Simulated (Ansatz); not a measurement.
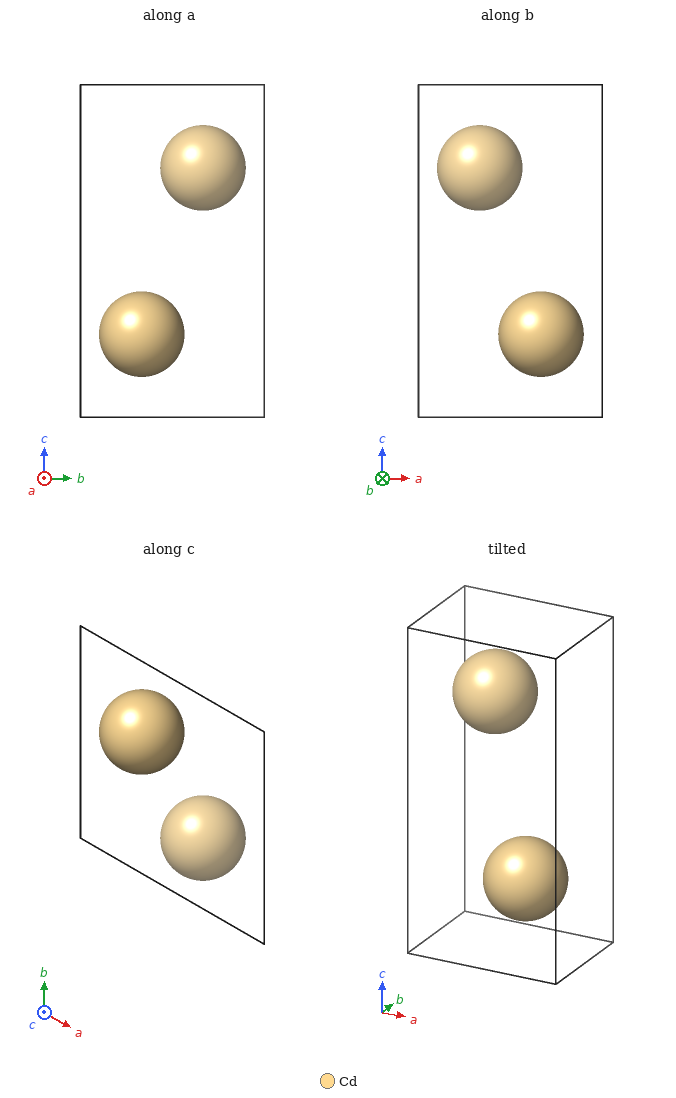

View along the a axis, along the b axis, along the c axis and slightly off an axis, drawn as a spheres-only model. Lines trace the edges of the conventional unit cell.

Lattice parameters: a = 3.2981 Å, b = 3.2981 Å, c = 5.1678 Å, α = 90.000°, β = 90.000°, γ = 120.000°.

> Give the atomic positions as a CIF in P1 with every atom of the cell.

```cif
data_structure
_symmetry_space_group_name_H-M 'P 1'
_symmetry_Int_Tables_number 1
_cell_length_a 3.2981
_cell_length_b 3.2981
_cell_length_c 5.1678
_cell_angle_alpha 90.000
_cell_angle_beta 90.000
_cell_angle_gamma 120.000
_cell_volume 48.68
loop_
_atom_site_label
_atom_site_type_symbol
_atom_site_fract_x
_atom_site_fract_y
_atom_site_fract_z
_atom_site_occupancy
Cd1 Cd 0.3333 0.6667 0.7500 1
Cd2 Cd 0.6667 0.3333 0.2500 1
```

Origin: a generated cell, made by putting these elements into a known structure type (the compound may or may not exist in this form); unrelaxed. A calculation with Ansatz used it as input.
